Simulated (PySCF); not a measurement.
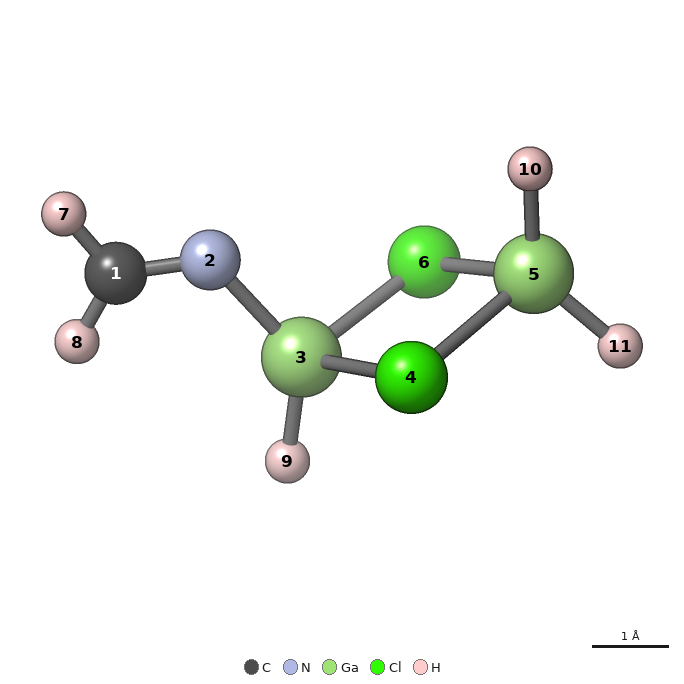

Orthographic view. Distant atoms are faded towards the background colour. The geometry was computed by an optimisation with PBE0-D3(BJ)/def2-SVP. No frequency run is at hand to confirm it as a minimum.

Write the connection table.

C1: N2, H7, H8
N2: C1, Ga3
Ga3: N2, Cl4, Cl6, H9
Cl4: Ga3, Ga5
Ga5: Cl4, Cl6, H10, H11
Cl6: Ga3, Ga5
H7: C1
H8: C1
H9: Ga3
H10: Ga5
H11: Ga5
